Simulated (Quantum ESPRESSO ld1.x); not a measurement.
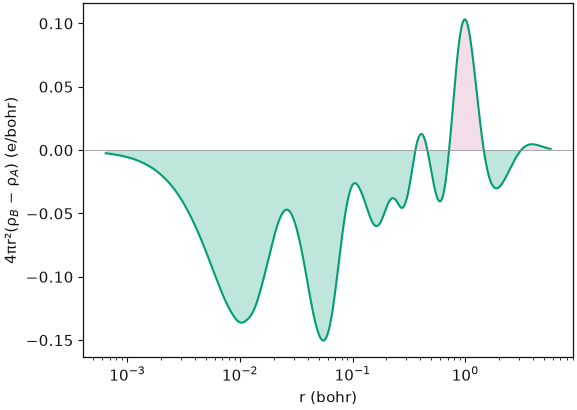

The platinum ion Pt⁺ in [Xe] 4f14 5d9 (high spin) was computed by two methods: LDA (Perdew-Zunger); LDA (VWN5). Both runs are scalar-relativistic, spin-polarised and spherical. Computed with Quantum ESPRESSO ld1.x 7.5.

The plot shows the radial density of run B less that of run A; on the logarithmic r axis, areas aren't charges.

A is LDA (Perdew-Zunger) and B is LDA (VWN5).

Where does the charge move between the methods?

B holds 0.053 electrons more than A where the difference is positive (most at r = 1.0 bohr) and as many fewer where it is negative (most at r = 0.055 bohr), out of 77 electrons.
